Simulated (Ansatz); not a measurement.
# wB97X/def2-SVPD (core potential) run of SnH3OF (SMILES [OH][SnH2][F])

What is the vertical singlet–triplet gap of SnH3OF at wB97X/def2-SVPD (core potential)? 

The calculation is run with Ansatz 0.2.0.

73 further runs of the same task are left out: 73 set aside as unsound or not needed.

### 1 The molecule

SnH3OF: 6 atoms, total charge 0, spin state singlet. As SMILES, `[OH][SnH2][F]`. The coordinates come from a PBE0-D4/def2-TZVP relaxation. This is one conformer, not always the lowest.

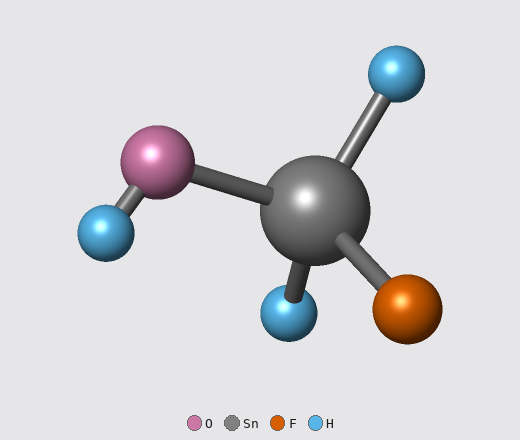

The structure, seen from a chosen angle (oxygen pink, tin grey, fluorine orange, hydrogen blue).

### 2 The energy at wB97X/def2-SVPD (core potential)

Input file run.yaml:

```yaml
crystal:
  periodic: [false, false, false]
  atoms:
    - {symbol: O, position_ang: [-1.414400, -0.333000, -0.425000]}
    - {symbol: Sn, position_ang: [0.302300, 0.255900, 0.283700]}
    - {symbol: F, position_ang: [1.409100, -1.315100, 0.302100]}
    - {symbol: H, position_ang: [-1.368600, -0.685700, -1.316700]}
    - {symbol: H, position_ang: [1.096100, 1.317100, -0.782100]}
    - {symbol: H, position_ang: [0.017500, 0.696700, 1.891900]}
basis:
  gaussian:
    orbitals: def2-SVPD
magnetization:
  spin_polarized: false
hamiltonian:
  xc: {name: wB97X}
accuracy: high
output:
  orbitals: {seedname: orbitals}
```

On the command line:

```sh
ansatz run run.yaml --threads 1 --pin off --max-ram 3480MiB --events-out events.jsonl --progress --plain --runs-dir runs
```

The program printed:

```text
Warning: RAYON_NUM_THREADS=1 ignored (pool sized by the plan → 1); use --threads N
Functional definition: wB97X
  name "wB97X"
  parameter omega = 0.3/bohr
  parameter cx = 0.157706
  parameter cx1 = 0.726479
  parameter cx2 = 1.04760
  parameter cx3 = -5.70635
  parameter cx4 = 13.2794
  parameter css1 = -4.33879
  parameter css2 = 18.2308
  parameter css3 = -31.7430
  parameter css4 = 17.2901
  parameter cos1 = 2.37031
  parameter cos2 = -11.3995
  parameter cos3 = 6.58405
  parameter cos4 = -3.78132
  exchange = spin_sum(e_x_unif_sr(omega)*poly(b97_u_x, 1 - cx, cx1, cx2, cx3, cx4)) + cx*exact_x_sr(omega)
      + exact_x_lr(omega)
  correlation = spin_sum(e_c_pw_same_spin*poly(b97_u_same, 1, css1, css2, css3, css4))
      + integral(e_c_pw_opposite_spin*poly(b97_u_opposite, 1, cos1, cos2, cos3, cos4))
2210 factors; integrals over basis functions are off by at most 2.9e-9 eV
484 factors; integrals over basis functions are off by at most 1.9e-9 eV
mean field evaluation 1: about -10635.1425 eV, gradient 6.0e1 eV
mean field evaluation 2: about -10630.8691 eV, gradient 8.0e1 eV
mean field evaluation 4: about -10641.5669 eV, gradient 1.3e0 eV
mean field evaluation 8: about -10641.6051 eV, gradient 2.1e-2 eV
mean field evaluation 16: about -10641.6051 eV, gradient 1.1e-5 eV
mean field -10641.60508654 eV, -391.0717737914 hartree, gradient 4.6e-8 eV, S^2 0.000000; 0 other end points of the search recorded, 0 dependent functions left out
reference -10641.60508281 eV, -391.0717736542 hartree; 21, 21 occupied and 81, 81 virtual orbitals, 2210 factors
Total energy: -10641.60508281 eV, -391.0717736542 hartree
```

It took 29 s on 1 thread of Arm Neoverse V1, shared host; peak memory 0.58 GiB.

### 3 The triplet, same level

Input file molecule.yaml:

```yaml
crystal:
  periodic: [false, false, false]
  atoms:
    - symbol: O
      position_ang: [-1.414400, -0.333000, -0.425000]
    - symbol: Sn
      position_ang: [0.302300, 0.255900, 0.283700]
    - symbol: F
      position_ang: [1.409100, -1.315100, 0.302100]
    - symbol: H
      position_ang: [-1.368600, -0.685700, -1.316700]
    - symbol: H
      position_ang: [1.096100, 1.317100, -0.782100]
    - symbol: H
      position_ang: [0.017500, 0.696700, 1.891900]
basis:
  gaussian:
    orbitals: def2-SVPD
accuracy: high
magnetization:
  spin_polarized: true
  initial_magnetization: 2
hamiltonian:
  xc: {name: wB97X}
output: {orbitals: {seedname: orbitals}}
```

On the command line:

```sh
ansatz run molecule.yaml --threads 1 --pin off --max-ram 3480MiB --events-out events.jsonl --progress --plain --runs-dir runs
```

The program printed, shortened:

```text
Warning: RAYON_NUM_THREADS=1 ignored (pool sized by the plan → 1); use --threads N
[... 2 set-up lines as earlier in the session ...]
[...]
      + exact_x_lr(omega)
[...]
      + integral(e_c_pw_opposite_spin*poly(b97_u_opposite, 1, cos1, cos2, cos3, cos4))
2210 factors; integrals over basis functions are off by at most 2.9e-9 eV
484 factors; integrals over basis functions are off by at most 1.9e-9 eV
[...]
mean field -10634.85025505 eV, -390.8235383128 hartree, gradient 2.9e-8 eV, S^2 2.009899; 6 other end points of the search recorded, 0 dependent functions left out
reference -10634.85025298 eV, -390.8235382364 hartree; 22, 20 occupied and 80, 82 virtual orbitals, 2210 factors
Total energy: -10634.85025298 eV, -390.8235382364 hartree
```

It took 79 s on 1 thread of Arm Neoverse V1, shared host; peak memory 0.94 GiB.

### 4 Summary of results

At wB97X/def2-SVPD (core potential):

| quantity | value |
| --- | --- |
| singlet: total energy | -391.07177 Eh |
| singlet: HOMO energy | -11.55 eV |
| singlet: LUMO energy | 1.37 eV |
| singlet: HOMO–LUMO gap | 12.92 eV |
| triplet: total energy | -390.82354 Eh |
| triplet: HOMO energy (highest over α and β) | -4.93 eV |
| triplet: ⟨S²⟩ | 2.010 |
| vertical energy of the triplet above the singlet | 6.755 eV |

In words: At this shape the triplet lies 6.75 eV (652 kJ/mol) above the singlet.
